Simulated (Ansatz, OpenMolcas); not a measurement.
# How methods differ on BNH3 (SMILES B[NH])

BNH3 has 5 atoms, charge 0, and is taken as a doublet. SMILES: `B[NH]`. Geometry: relaxed at PBE0-D4/def2-TZVP.

```xyz
5

B    -0.3108   -0.3701   -0.0916
N     0.5312    0.6552   -0.0198
H    -0.4148   -1.1074    0.8625
H    -0.9641   -0.5731   -1.0819
H     1.2084    1.3217    0.2893
```

Quantity: the vertical energy of the quartet above the doublet, in eV. The values are calculated.

| level | kind | program | value (eV) | less FCI/STO-3G | CPU time (all runs) |
| --- | --- | --- | --- | --- | --- |
| ROHF/STO-3G | Hartree–Fock | OpenMolcas | 6.36 | -0.64 | 4.2 s |
| UBLYP/STO-3G | GGA | Ansatz | 6.91 | -0.09 | 2.1 s |
| UPBE/STO-3G | GGA | Ansatz | 6.86 | -0.14 | 2.4 s |
| U-wB97M-V/STO-3G | range-separated hybrid | Ansatz | 7.13 | +0.13 | 31 s |
| RPA@PBE/STO-3G | RPA | Ansatz | 7.08 | +0.08 | 2.6 s |
| CASSCF(3,3)/STO-3G | multireference | OpenMolcas | 6.73 | -0.27 | 3.8 s |
| ROCCSD(T)/STO-3G | coupled cluster or CI | OpenMolcas | 6.99 | -0.01 | 4.6 s |
| UCCSD(T)/STO-3G | coupled cluster or CI | Ansatz | 6.99 | -0.01 | 0.28 s |
| FCI/STO-3G | full CI, core frozen | Ansatz | 7.00 | 0.00 | 2.1 s |

FCI/STO-3G is exact within its basis and frozen core, so for wave-function methods in that basis the difference is their error; functionals converge differently with the basis, so for them it is only a difference. The values span 6.36 to 7.13 eV. All rows use very small basis sets, so none should be taken for the real molecule's value. In so small a basis fixed costs decide the times, and correlated methods can beat functionals. Times are those of the runs behind each value, whatever else they computed, on shared processors of several kinds: orders of magnitude only.

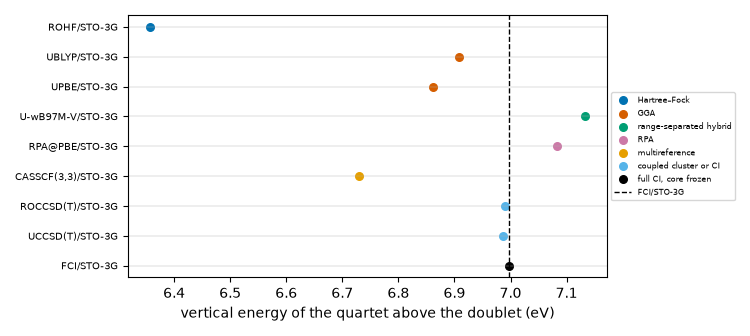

The values of the table, level by level.
